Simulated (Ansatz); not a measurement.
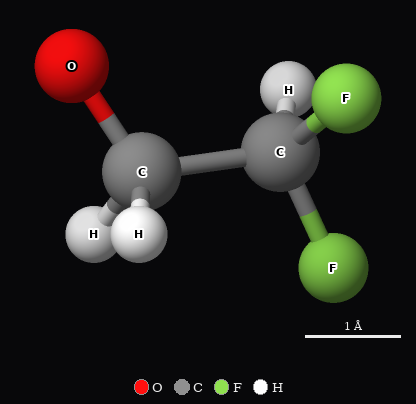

*The input geometry (ball-and-stick view, seen at a tilt).*

Bond lengths as drawn: C–C 1.53 Å, C–F 1.36 to 1.37 Å, C–H 1.12 to 1.13 Å and C–O 1.34 Å.

## Geometry relaxation, with input and output: C2H3F2O

System: C2H3F2O, multiplicity 2, SMILES [O]CC(F)F.
Method: UKS B3LYP-D4/def2-TZVPP (Ansatz 0.2.0).

### Log
```
The last accepted step is kept in [file] (removed where the run ends without a failure and the disk answers)
Engine: ansatz 0.2.0, x86_64-unknown-linux-gnu
Functional definition: B3LYP
  parameter a0 = 0.2
  parameter ax = 0.72
  parameter ac = 0.81
  exchange = (1 - a0 - ax)*slater_x + ax*b88_x + a0*exact_x
  correlation = (1 - ac)*vwn_rpa_c + ac*lyp_c
1000 factors; their error is unknown
mean field evaluation 1: about -9602.0854 eV, gradient 3.2e1 eV
mean field evaluation 2: about -9600.7364 eV, gradient 3.8e1 eV
mean field evaluation 4: about -9605.6700 eV, gradient 2.7e0 eV
mean field evaluation 8: about -9605.7011 eV, gradient 4.1e-1 eV
mean field evaluation 16: about -9605.7019 eV, gradient 3.0e-3 eV
mean field evaluation 32: about -9605.6029 eV, gradient 3.8e-1 eV
mean field -9605.70185227 eV, -353.0030320922 hartree, gradient 1.0e-5 eV, S^2 0.754071; 2 other end points of the search recorded, 0 dependent functions left out
the calculation of the forces begins
reference -9605.70205886 eV, -353.0030396843 hartree; 21, 20 occupied and 176, 177 virtual orbitals, 1000 factors
relax step   1: F+E_penalty+E_count = -9605.87389058 eV  Δ(F+E_penalty+E_count) = +0.000e0 eV  max|allowed force component| = 1.090e0 eV/Å  Δτ_max = 0.0000 Å  (78 SCF iters, accepted)
these checks for a lower state are left out or cut short: starts, cluster_reference, orbital_swaps, neighbouring_geometries, increment
1000 factors; their error is unknown
mean field -9605.73169358 eV, -353.0041287402 hartree, gradient 4.2e-6 eV, S^2 0.753864; 0 other end points of the search recorded, 0 dependent functions left out
the calculation of the forces begins
reference -9605.73189823 eV, -353.0041362610 hartree; 21, 20 occupied and 176, 177 virtual orbitals, 1000 factors
relax step   2: F+E_penalty+E_count = -9605.90390661 eV  Δ(F+E_penalty+E_count) = -3.002e-2 eV  max|allowed force component| = 6.095e-1 eV/Å  Δτ_max = 0.0146 Å  (59 SCF iters, accepted)
these checks for a lower state are left out or cut short: starts, cluster_reference, orbital_swaps, neighbouring_geometries, increment
1000 factors; their error is unknown
mean field evaluation 64: about -9605.7387 eV, gradient 2.7e-6 eV
mean field -9605.73870493 eV, -353.0043864025 hartree, gradient 2.7e-6 eV, S^2 0.753698; 0 other end points of the search recorded, 0 dependent functions left out
the calculation of the forces begins
reference -9605.73890826 eV, -353.0043938750 hartree; 21, 20 occupied and 176, 177 virtual orbitals, 1000 factors
relax step   3: F+E_penalty+E_count = -9605.91099337 eV  Δ(F+E_penalty+E_count) = -7.087e-3 eV  max|allowed force component| = 1.620e-1 eV/Å  Δτ_max = 0.0123 Å  (60 SCF iters, accepted)
these checks for a lower state are left out or cut short: starts, cluster_reference, orbital_swaps, neighbouring_geometries, increment
1000 factors; their error is unknown
mean field -9605.73691250 eV, -353.0043205322 hartree, gradient 1.3e-5 eV, S^2 0.753648; 0 other end points of the search recorded, 0 dependent functions left out
the calculation of the forces begins
reference -9605.73711532 eV, -353.0043279855 hartree; 21, 20 occupied and 176, 177 virtual orbitals, 1000 factors
relax step   4: F+E_penalty+E_count = -9605.90926389 eV  Δ(F+E_penalty+E_count) = +1.729e-3 eV  max|allowed force component| = 1.810e-1 eV/Å  Δτ_max = 0.0237 Å  (57 SCF iters, rejected (line search))
these checks for a lower state are left out or cut short: starts, cluster_reference, orbital_swaps, neighbouring_geometries, increment
1000 factors; their error is unknown
mean field -9605.73952451 eV, -353.0044165215 hartree, gradient 3.7e-6 eV, S^2 0.753659; 0 other end points of the search recorded, 0 dependent functions left out
the calculation of the forces begins
reference -9605.73972765 eV, -353.0044239869 hartree; 21, 20 occupied and 176, 177 virtual orbitals, 1000 factors
relax step   5: F+E_penalty+E_count = -9605.91176817 eV  Δ(F+E_penalty+E_count) = -7.748e-4 eV  max|allowed force component| = 5.085e-2 eV/Å  Δτ_max = 0.0054 Å  (57 SCF iters, accepted)
these checks for a lower state are left out or cut short: starts, cluster_reference, orbital_swaps, neighbouring_geometries, increment
1000 factors; their error is unknown
mean field evaluation 96: about -9605.7396 eV, gradient 1.8e-4 eV
mean field -9605.73955271 eV, -353.0044175579 hartree, gradient 3.6e-6 eV, S^2 0.753656; 0 other end points of the search recorded, 0 dependent functions left out
the calculation of the forces begins
reference -9605.73975583 eV, -353.0044250226 hartree; 21, 20 occupied and 176, 177 virtual orbitals, 1000 factors
relax step   6: F+E_penalty+E_count = -9605.91183813 eV  Δ(F+E_penalty+E_count) = -6.995e-5 eV  max|allowed force component| = 8.886e-3 eV/Å  Δτ_max = 0.0026 Å  (61 SCF iters, accepted)
these checks for a lower state are left out or cut short: starts, cluster_reference, orbital_swaps, neighbouring_geometries, increment
1000 factors; their error is unknown
mean field -9605.73956881 eV, -353.0044181498 hartree, gradient 3.7e-6 eV, S^2 0.753658; 0 other end points of the search recorded, 0 dependent functions left out
the calculation of the forces begins
reference -9605.73977195 eV, -353.0044256149 hartree; 21, 20 occupied and 176, 177 virtual orbitals, 1000 factors
relax step   7: F+E_penalty+E_count = -9605.91184369 eV  Δ(F+E_penalty+E_count) = -5.566e-6 eV  max|allowed force component| = 3.001e-3 eV/Å  Δτ_max = 0.0004 Å  (60 SCF iters, accepted)
these checks for a lower state are left out or cut short: starts, cluster_reference, orbital_swaps, neighbouring_geometries, increment
1000 factors; their error is unknown
mean field evaluation 128: about -9605.7396 eV, gradient 1.7e-5 eV
mean field -9605.73957425 eV, -353.0044183497 hartree, gradient 3.8e-6 eV, S^2 0.753658; 0 other end points of the search recorded, 0 dependent functions left out
the calculation of the forces begins
reference -9605.73977739 eV, -353.0044258147 hartree; 21, 20 occupied and 176, 177 virtual orbitals, 1000 factors
relax step   8: F+E_penalty+E_count = -9605.91184604 eV  Δ(F+E_penalty+E_count) = -2.350e-6 eV  max|allowed force component| = 2.169e-3 eV/Å  Δτ_max = 0.0009 Å  (59 SCF iters, accepted)
these checks for a lower state are left out or cut short: starts, cluster_reference, orbital_swaps, neighbouring_geometries, increment
1000 factors; their error is unknown
mean field -9605.73958228 eV, -353.0044186445 hartree, gradient 3.7e-6 eV, S^2 0.753658; 0 other end points of the search recorded, 0 dependent functions left out
the calculation of the forces begins
reference -9605.73978541 eV, -353.0044261096 hartree; 21, 20 occupied and 176, 177 virtual orbitals, 1000 factors
relax step   9: F+E_penalty+E_count = -9605.91184753 eV  Δ(F+E_penalty+E_count) = -1.485e-6 eV  max|allowed force component| = 5.085e-4 eV/Å  Δτ_max = 0.0013 Å  (59 SCF iters, accepted)
1000 factors; their error is unknown
mean field evaluation 160: about -9602.2210 eV, gradient 3.1e1 eV
mean field evaluation 192: about -9605.5338 eV, gradient 5.3e0 eV
```

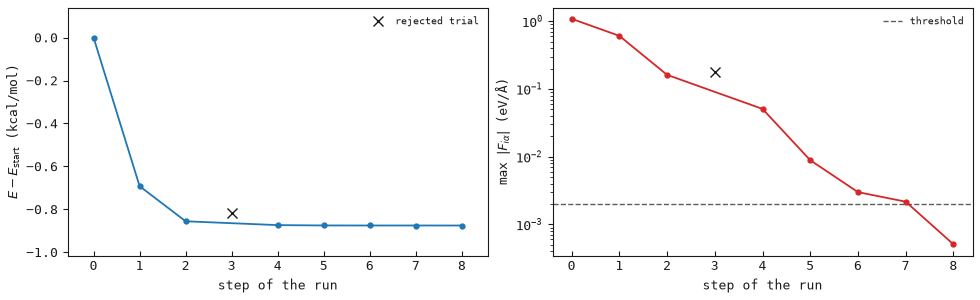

*Progress of the relaxation, step by step (the first geometry is step 0 here and step 1 in the log).*

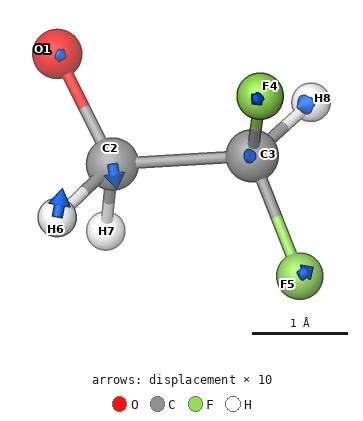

*The starting structure with the displacements as blue arrows, magnified 10 times (ball-and-stick view, seen at a tilt). The two geometries are laid on each other by the best rigid fit.*

Over 8 geometry steps the energy falls by 0.88 kcal/mol. Largest force component: 1.1 eV/Å at the start, 0.00051 eV/Å at the end. The line search rejected the trial step at point 3 (counted from 0) and went back. The largest move after the best rigid fit is that of H6, 0.032 Å. Largest moves by element: H 0.032 Å, C 0.028 Å, F 0.019 Å, O 0.012 Å. Distances before and after: C2–H6 1.129 → 1.103 Å, C2–H7 1.131 → 1.105 Å, C3–H8 1.115 → 1.091 Å, O1–C2 1.342 → 1.358 Å. Among the angles that change: H6–C2–H7 101.6° → 104.5°, O1–C2–H6 112.8° → 110.7°. (Atoms are counted from 1 in the order of the input.)

```
mean field -9605.73958228 eV, -353.0044186445 hartree, gradient 3.6e-6 eV, S^2 0.753658; 3 other end points of the search recorded, 0 dependent functions left out
the calculation of the forces begins
reference -9605.73978541 eV, -353.0044261096 hartree; 21, 20 occupied and 176, 177 virtual orbitals, 1000 factors
Total energy: -9605.91205066 eV, -353.0107567408 hartree
Atom 0 at    -1.507846     1.350021     0.242756 Å, force     0.000297    -0.000297     0.000221 eV/Å
Atom 1 at    -1.052438     0.123705    -0.120152 Å, force     0.000033     0.000308    -0.000082 eV/Å
Atom 2 at     0.464365     0.005345    -0.153603 Å, force     0.000339     0.000288    -0.000507 eV/Å
Atom 3 at     0.956276     0.035171     1.117333 Å, force    -0.000341     0.000026     0.000216 eV/Å
Atom 4 at     0.807039    -1.200805    -0.701292 Å, force    -0.000198     0.000100     0.000085 eV/Å
Atom 5 at    -1.476286    -0.658292     0.532180 Å, force    -0.000339    -0.000212     0.000274 eV/Å
Atom 6 at    -1.459845    -0.101006    -1.122714 Å, force    -0.000051    -0.000247    -0.000113 eV/Å
Atom 7 at     0.946384     0.800671    -0.724328 Å, force     0.000259     0.000034    -0.000094 eV/Å
Dipole moment:    -0.152113    -0.078401    -0.294265 e Å
```

### Trajectory as extended XYZ (Å, eV, eV/Å), 9 frames, from step=1 to step=9
```
8
Properties=species:S:1:pos:R:3:forces:R:3 step=1 energy=-9605.87389
O    -1.5182    1.3556    0.2437    0.0103   0.0790   0.0644
C    -1.0517    0.1461   -0.1042   -0.2103  -1.0897  -0.4089
C     0.4748    0.0019   -0.1473   -0.0837   0.6707  -0.3396
F     0.9676    0.0403    1.1232    0.0530  -0.0706  -0.1288
F     0.7927   -1.2119   -0.6959    0.0029   0.1639   0.1260
H    -1.4864   -0.6871    0.5220    0.2290   0.5935  -0.2518
H    -1.4586   -0.1031   -1.1299    0.2129   0.2332   0.5328
H     0.9573    0.8130   -0.7415   -0.2139  -0.5800   0.4058
8
Properties=species:S:1:pos:R:3:forces:R:3 step=2 energy=-9605.90391
O    -1.5137    1.3478    0.2425   -0.0960   0.2379   0.0964
C    -1.0541    0.1355   -0.1113    0.0393  -0.6095  -0.2321
C     0.4685    0.0071   -0.1499   -0.0526   0.2228  -0.1384
F     0.9665    0.0395    1.1177    0.0013  -0.0096  -0.0036
F     0.7953   -1.2035   -0.6951    0.0231  -0.0056   0.0101
H    -1.4810   -0.6742    0.5232    0.0914   0.2457  -0.0922
H    -1.4589   -0.0997   -1.1251    0.0967   0.0983   0.2231
H     0.9552    0.8023   -0.7318   -0.1032  -0.1800   0.1368
8
Properties=species:S:1:pos:R:3:forces:R:3 step=3 energy=-9605.91099
O    -1.5120    1.3473    0.2441   -0.0422   0.1350   0.0502
C    -1.0533    0.1280   -0.1165    0.0980  -0.1620  -0.0679
C     0.4646    0.0062   -0.1530   -0.0415   0.0038   0.0238
F     0.9605    0.0391    1.1156    0.0034   0.0033   0.0321
F     0.8017   -1.2026   -0.6964    0.0024  -0.0210  -0.0163
H    -1.4750   -0.6635    0.5244   -0.0248  -0.0059   0.0420
H    -1.4556   -0.0965   -1.1211   -0.0198   0.0071  -0.0318
H     0.9467    0.7969   -0.7270    0.0245   0.0397  -0.0322
8
Properties=species:S:1:pos:R:3:forces:R:3 step=4 energy=-9605.90926 accepted=F
O    -1.4972    1.3489    0.2404   -0.0884   0.0071   0.0182
C    -1.0534    0.1181   -0.1255    0.0598   0.1810   0.0576
C     0.4660    0.0095   -0.1534   -0.0646  -0.1694  -0.0386
F     0.9543    0.0355    1.1197   -0.0390   0.0196  -0.0248
F     0.8080   -1.1968   -0.7007    0.0653  -0.0435  -0.0248
H    -1.4762   -0.6594    0.5322    0.0131  -0.0092   0.0147
H    -1.4781   -0.1038   -1.1220    0.0919  -0.0117   0.0015
H     0.9542    0.8028   -0.7207   -0.0382   0.0259  -0.0037
8
Properties=species:S:1:pos:R:3:forces:R:3 step=5 energy=-9605.91177
O    -1.5093    1.3509    0.2445    0.0192  -0.0508  -0.0096
C    -1.0527    0.1240   -0.1195   -0.0052   0.0210  -0.0035
C     0.4646    0.0056   -0.1538   -0.0144   0.0024   0.0084
F     0.9570    0.0374    1.1168   -0.0001   0.0004   0.0083
F     0.8062   -1.2018   -0.6989   -0.0009  -0.0059  -0.0052
H    -1.4756   -0.6614    0.5294   -0.0022   0.0152   0.0073
H    -1.4601   -0.0988   -1.1227    0.0044   0.0080   0.0029
H     0.9476    0.7990   -0.7256   -0.0008   0.0099  -0.0086
8
Properties=species:S:1:pos:R:3:forces:R:3 step=6 energy=-9605.91184
O    -1.5073    1.3494    0.2441   -0.0046   0.0033   0.0032
C    -1.0525    0.1232   -0.1200    0.0034   0.0089   0.0002
C     0.4643    0.0054   -0.1537   -0.0001  -0.0042  -0.0008
F     0.9562    0.0372    1.1172    0.0001  -0.0003  -0.0011
F     0.8067   -1.2016   -0.6995    0.0039  -0.0015  -0.0013
H    -1.4761   -0.6600    0.5308   -0.0022  -0.0008   0.0001
H    -1.4600   -0.0985   -1.1232    0.0010  -0.0047  -0.0011
H     0.9464    0.7999   -0.7256   -0.0016  -0.0007   0.0007
8
Properties=species:S:1:pos:R:3:forces:R:3 step=7 energy=-9605.91184
O    -1.5077    1.3495    0.2441   -0.0005   0.0000   0.0016
C    -1.0525    0.1235   -0.1199    0.0004   0.0030  -0.0024
C     0.4643    0.0053   -0.1537    0.0003  -0.0003   0.0005
F     0.9564    0.0370    1.1172   -0.0002  -0.0005  -0.0003
F     0.8069   -1.2016   -0.6997    0.0005  -0.0003  -0.0005
H    -1.4763   -0.6598    0.5308   -0.0009   0.0003   0.0008
H    -1.4598   -0.0989   -1.1231    0.0008  -0.0023   0.0002
H     0.9463    0.7998   -0.7256   -0.0004   0.0002   0.0001
8
Properties=species:S:1:pos:R:3:forces:R:3 step=8 energy=-9605.91185
O    -1.5078    1.3498    0.2435   -0.0005  -0.0003   0.0010
C    -1.0525    0.1236   -0.1200    0.0012   0.0022  -0.0012
C     0.4643    0.0054   -0.1536   -0.0001  -0.0012   0.0011
F     0.9564    0.0362    1.1172    0.0000   0.0002   0.0004
F     0.8068   -1.2012   -0.7004    0.0008  -0.0007  -0.0010
H    -1.4763   -0.6592    0.5314   -0.0007   0.0005   0.0003
H    -1.4596   -0.0998   -1.1229   -0.0005  -0.0013  -0.0002
H     0.9463    0.8002   -0.7250    0.0000   0.0006  -0.0003
8
Properties=species:S:1:pos:R:3:forces:R:3 step=9 energy=-9605.91185
O    -1.5078    1.3500    0.2428    0.0003  -0.0003   0.0002
C    -1.0524    0.1237   -0.1202    0.0000   0.0003  -0.0001
C     0.4644    0.0053   -0.1536    0.0003   0.0003  -0.0005
F     0.9563    0.0352    1.1173   -0.0003   0.0000   0.0002
F     0.8070   -1.2008   -0.7013   -0.0002   0.0001   0.0001
H    -1.4763   -0.6583    0.5322   -0.0003  -0.0002   0.0003
H    -1.4598   -0.1010   -1.1227   -0.0001  -0.0002  -0.0001
H     0.9464    0.8007   -0.7243    0.0003   0.0000  -0.0001
```

The run was set up as follows.

### Input
```yaml
crystal:
  periodic: [false, false, false]
  atoms:
    - { symbol: O, position_ang: [-1.51815949, 1.35560646, 0.24369446] }
    - { symbol: C, position_ang: [-1.05170615, 0.14607425, -0.10415714] }
    - { symbol: C, position_ang: [0.47480959, 0.00186476, -0.14727323] }
    - { symbol: F, position_ang: [0.9676369, 0.04025851, 1.12320707] }
    - { symbol: F, position_ang: [0.79274656, -1.2118595, -0.69585892] }
    - { symbol: H, position_ang: [-1.48642095, -0.68708203, 0.52197275] }
    - { symbol: H, position_ang: [-1.45858779, -0.10306309, -1.12993057] }
    - { symbol: H, position_ang: [0.95733133, 0.81301065, -0.74147441] }
magnetization:
  spin_polarized: true
  initial_magnetization: 1
basis:
  gaussian: { orbitals: def2-TZVPP }
hamiltonian:
  xc: { name: B3LYP }
  dispersion: d4
relax:
  f_tol: 0.002
  max_steps: 150
```

Command:
```bash
ansatz run input.yaml --threads 4 --pin off --max-ram 10240MiB --backend cpu --events-out ev --progress --plain --runs-dir out
```

### Summary

- outcome: converged
- total energy: −9605.9121 eV
- mean-field energy: −9605.7398 eV
- ⟨S²⟩: 0.754
- SCF solution under orbital rotations: stable
- largest force (length of the vector) at the end: 0.001 eV/Å
- hardware: 4 threads of Intel Xeon @ 2.50GHz (Skylake/Cascade Lake), 189 GiB of memory available, shared host
- wall time: 2.2 min (CPU time 8.3 min)
- peak memory: 0.7 GiB
